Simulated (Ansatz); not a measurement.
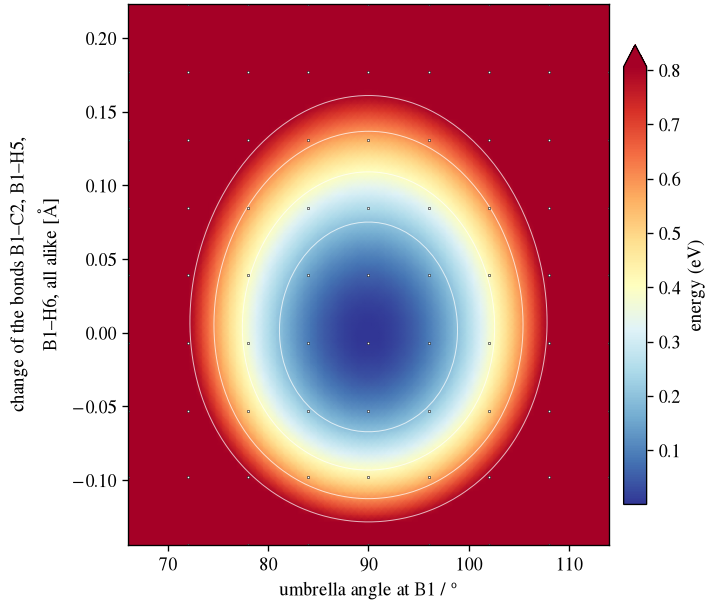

CH5BOSi, SMILES BC=[SiH]O. First axis: umbrella angle at B1 (between each of its bonds and their common axis; 90 is planar). Second axis: change of the bonds B1–C2, B1–H5, B1–H6, all alike. Nothing is relaxed (all other coordinates rigid). The scan uses a 9 × 9 grid; 45 points were computed and 36 follow by symmetry. Points are written as (first, second). Energies are in eV, from the relaxed molecule at the same level. The calculation used Ansatz 0.2.0, RKS PBE0-D4/def2-SVP.

The picture shows a smooth colour map with a few white contour lines, dots at the grid points, one colour for all values above the top of the scale. Between grid points the surface is interpolated.

### Estimate the position of the minimum and the force constants in these coordinates.

The interpolated minimum is at the first coordinate ≈ 90.0°, the second coordinate ≈ 0.000 Å. The curvatures there are about 17 eV/rad² and 79 eV/Å², with a cross term of about 0 eV/(rad·Å). Round the minimum the two coordinates are nearly uncoupled.
